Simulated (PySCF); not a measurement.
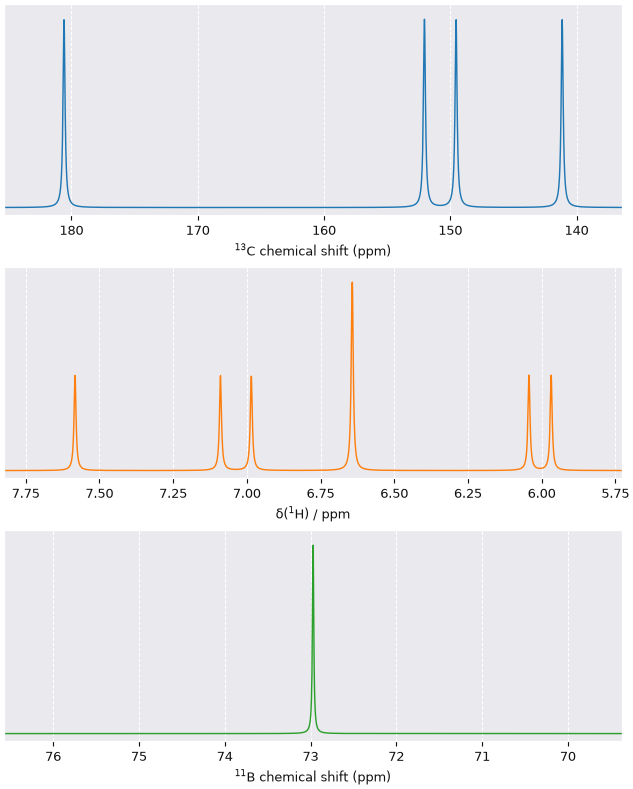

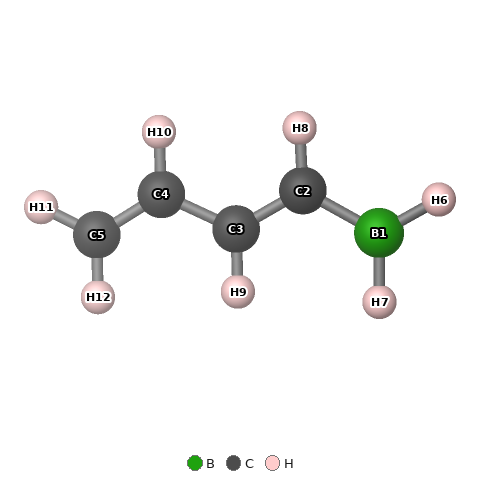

Spectrum and numbered structure of C₄H₇B, SMILES B/C=C/C=C. GIAO shifts, mPW1PW91/pcSseg-2 with PySCF, at a PBE0-D3(BJ)/def2-SVP geometry (no frequency check), against TMS for ¹³C, TMS for ¹H and BF₃.OEt₂ for ¹¹B computed at the same level. Gas phase, fully decoupled, line heights follow the number of nuclei, widths are arbitrary (no quadrupolar broadening); values of one conformer, averaged over methyl-type rotors and exact or near symmetry; other conformers aren't averaged in.

Question: Which atoms give which ¹³C line?

Answer:
```tsv
δ (ppm)	nuclei	atoms
180.6	1	C3
152.0	1	C4
149.5	1	C2
141.1	1	C5
```

Question: Assign the ¹H signals to the numbered atoms.

Answer:
```
δ (ppm)  nuclei   atoms
   7.58       1      H9
   7.09       1      H8
   6.98       1     H10
   6.64       2  H6, H7
   6.04       1     H12
   5.97       1     H11
```

The order of signals that lie close, as those under 0.08 ppm apart, is within the error of the method.

Question: Where does the ¹¹B line lie?

Answer: At 73.0 ppm (B1).
